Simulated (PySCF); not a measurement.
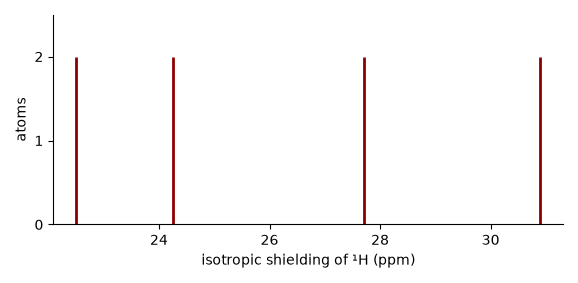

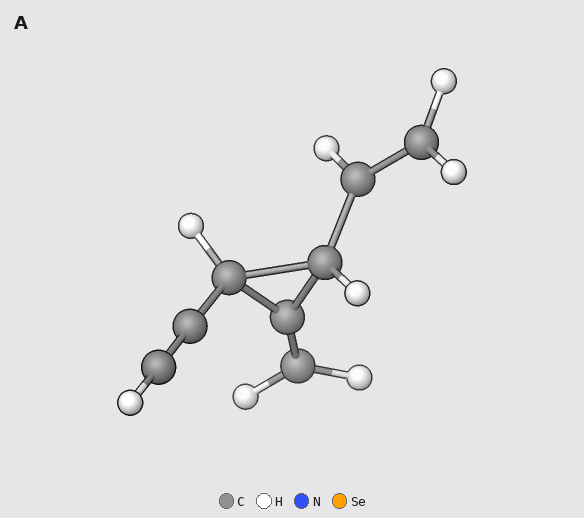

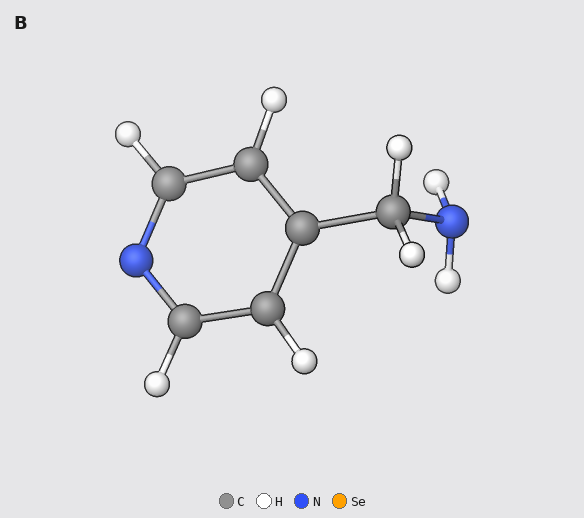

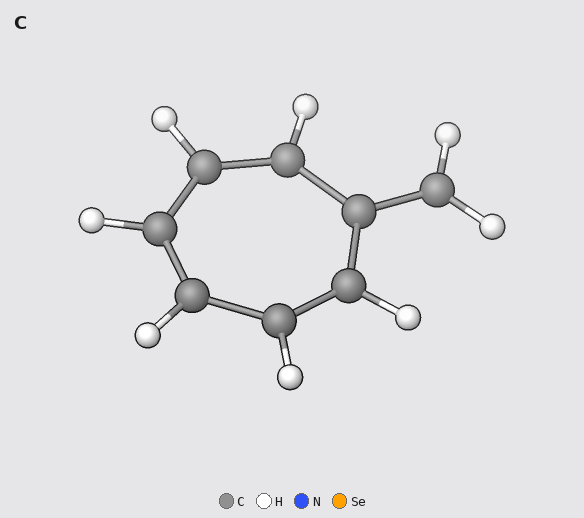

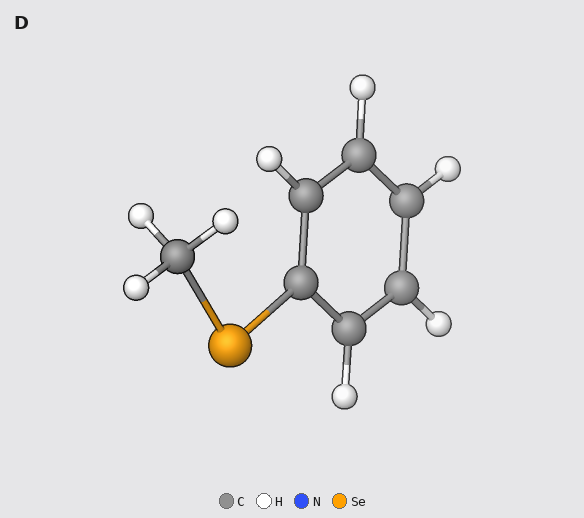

The sticks are computed shieldings of one of the molecules, for one fixed geometry (PBE0-D3(BJ)/def2-SVP) without averaging over rotations. Low shielding means a high chemical shift. Method: GIAO PBE0/pcSseg-1 NMR shielding, non-relativistic, gas phase (PySCF 2.14.0).

**Match the spectrum to a structure.**

B, `NCc1ccncc1`. Its 8 H atoms give lines at 22.51 (2 atoms), 24.25 (2 atoms), 27.72 (2 atoms), 30.90 (2 atoms) ppm.

The geometry is semi-empirical. Around Se such bond lengths and angles can be off by a tenth of an ångström or more and by several degrees, and values that hang on the shape move with them.
